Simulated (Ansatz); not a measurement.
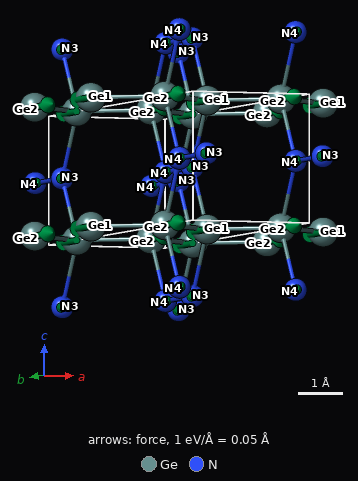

Starting geometry of solid GeN (a generated structure, set up in Cmmm) (coarse preliminary run) with the computed forces as green arrows. Style: ball-and-stick. Shown: the conventional cell (2 times the calculation's cell), from a free direction. Lengths and directions refer to the drawn axes.

Theory: DFT PBE, scalar-relativistic, plane waves, PAW in Ansatz. Set-up: plane-wave cutoff 420 eV; k-point mesh 6 × 6 × 6; occupations gaussian; smearing width 0.1 eV; no spin polarisation; cell and atoms relaxed; force threshold 0.04 eV/Å; at most 70 steps.

### What follows when this structure is relaxed?

It isn't relaxed: the largest force vector, on Ge atoms, is 24.01 eV/Å. Measured relative to the changing cell, the final displacements run against the starting forces (cosine between the two patterns −0.64). After 29 accepted moves (36 points after the start) the energy has fallen by 13.305 eV per cell of the calculation. The largest force component goes from 24 to 0.029 eV/Å. Pressure: 146.49 GPa at the start and 0.03 GPa at the end. The line search rejected the trial steps at points 29, 34 of the run. At 5 points the geometry stayed and the basis and grid were re-selected for the new cell (energy shift of 0.428 eV per cell of the calculation at most each time). The largest moves relative to the cell, 0.18 Å, are those of Ge1 and Ge2. Ge1 goes along −b. Largest moves by element: Ge 0.18 Å, N 0.15 Å. The volume changes by +84.6 %, with a 2.862 → 5.525 Å (+93.0 %), b 9.382 → 8.710 Å (−7.2 %), c 2.977 → 3.067 Å (+3.0 %). Among the contacts that change: Ge1–Ge2 1.764 → 2.827 Å, N3–N4 1.764 → 1.335 Å, Ge1–N3 1.764 → 1.953 Å. Bonds break: Ge1–Ge2 (1.76 → 2.83 Å). Among the angles between lasting bonds that change: N3–Ge1–N3 115.0° → 103.5°, Ge1–N3–Ge1 115.0° → 103.5°, Ge1–N3–N4 122.5° → 128.3°. The space group stays Cmmm (No. 65).
